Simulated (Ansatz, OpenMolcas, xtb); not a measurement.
**How methods differ on InCNClF (SMILES N#[C][In]([F])[Cl])**

The species is InCNClF (5 atoms), meant as a singlet with charge 0. As SMILES, `N#[C][In]([F])[Cl]`. The shape is that of a PBE0-D4/def2-TZVP optimisation.

Each level gives the vertical energy of the triplet above the singlet (eV). The values are calculated.

| level | kind | program | value (eV) | CPU time (all runs) |
| --- | --- | --- | --- | --- |
| GFN1-xTB | semi-empirical | xtb | 5.26 | under 2 s |
| HF/def2-SVP (core potential) | Hartree–Fock | Ansatz | 4.90 | 87 s |
| SVWN5/def2-SVP (core potential) | LDA | OpenMolcas | 4.90 | 48 s |
| revPBE/def2-SVP (core potential) | GGA | Ansatz | 4.97 | 2.2 min |
| TPSS/def2-SVP (core potential) | meta-GGA | OpenMolcas | 5.08 | 95 s |
| BHLYP/def2-SVP (core potential) | global hybrid | Ansatz | 5.83 | 95 s |
| CAM-B3LYP/def2-SVP (core potential) | range-separated hybrid | Ansatz | 5.74 | 1.9 min |
| B2PLYP/def2-SVP (core potential) | double hybrid | Ansatz | 5.91 | 2.2 min |
| RPA@PBE/def2-SVP (core potential) | RPA | Ansatz | 5.16 | 2.9 min |

Spin-orbit coupling, which can split open shells on such heavy atoms by tenths of an eV, is left out. The values span 4.90 to 5.91 eV. GFN1-xTB: no spin polarisation, so open shells miss the exchange term that lowers them. CPU times are rough (shared hosts, several kinds of processor and program).

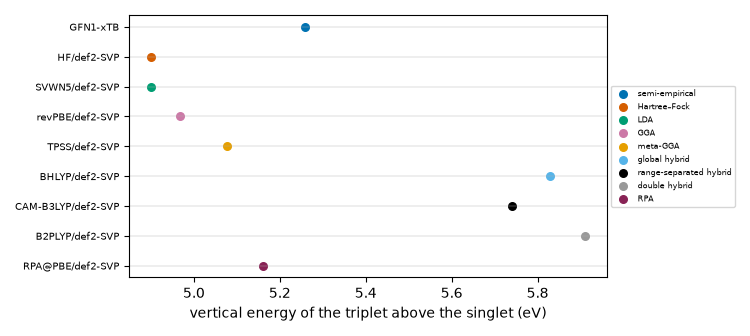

The values of the table, level by level.
